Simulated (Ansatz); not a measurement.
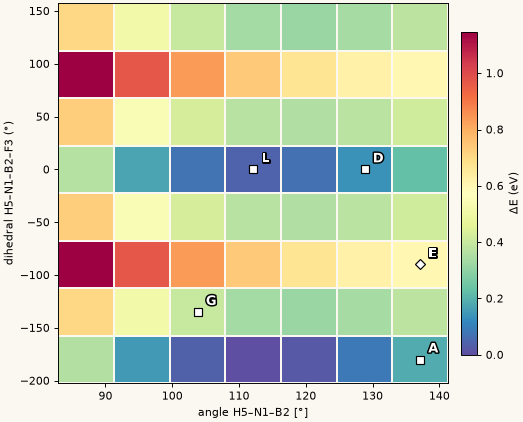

BClFHN, SMILES [NH-]B(F)Cl, charge −1. Coordinates scanned: (1) angle H5–N1–B2; (2) dihedral H5–N1–B2–F3. Nothing is relaxed (all other coordinates rigid). The scan uses a 7 × 8 grid; 35 points were computed and 21 follow by symmetry. Energies: eV, counted from the lowest grid point. Theory: RKS B3LYP-D4/def2-TZVPD in Ansatz.

The picture shows one coloured cell a grid point, lettered points.

> Is G the lowest point of the computed grid?

No. G lies 0.39 eV above the lowest grid point, which is at angle H5–N1–B2 = 112.1°, dihedral H5–N1–B2–F3 = −180°.

> What kind of point is each of G, L: minimum, saddle, maximum or slope?

G: on a slope; L: minimum. (In these two coordinates alone; a stationary point may lie a little off the grid point.)
